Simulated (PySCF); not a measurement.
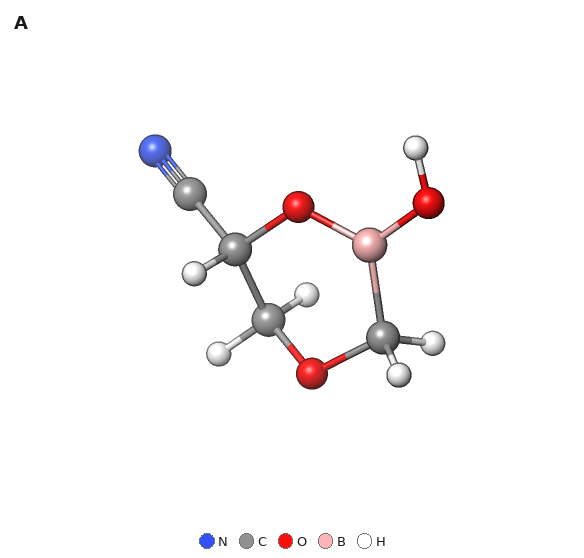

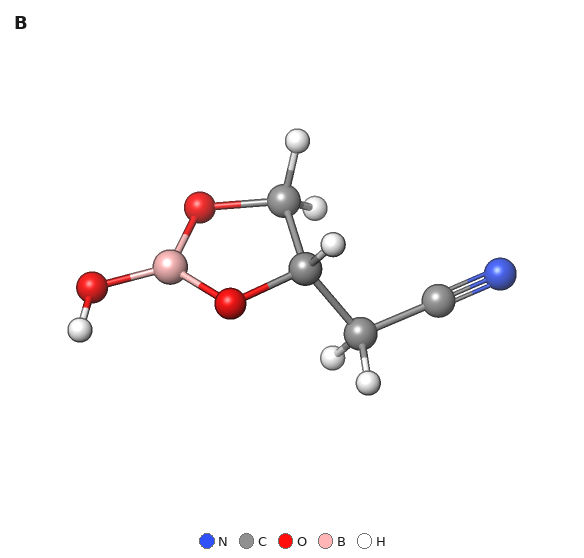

2 stationary structures of one formula. Geometries: GFN2-xTB. Electronic energies: PBE0/pcSseg-1 (PySCF 2.14.0), without zero-point energy. No frequency run is at hand to confirm each as a minimum. Each is one conformer, not always the lowest.

### Are they conformers, stereoisomers or constitutional isomers?

They are constitutional isomers of C4H6BNO3: A `N#C[C@H]1COCB(O)O1`, B `N#CC[C@H]1COB(O)O1`.

### Which is lowest in energy, and by how much?

B is lowest; A lies 38.6 kcal/mol above it.

The geometry is semi-empirical. Around B such bond lengths and angles can be off by a tenth of an ångström or more and by several degrees, and values that hang on the shape move with them.
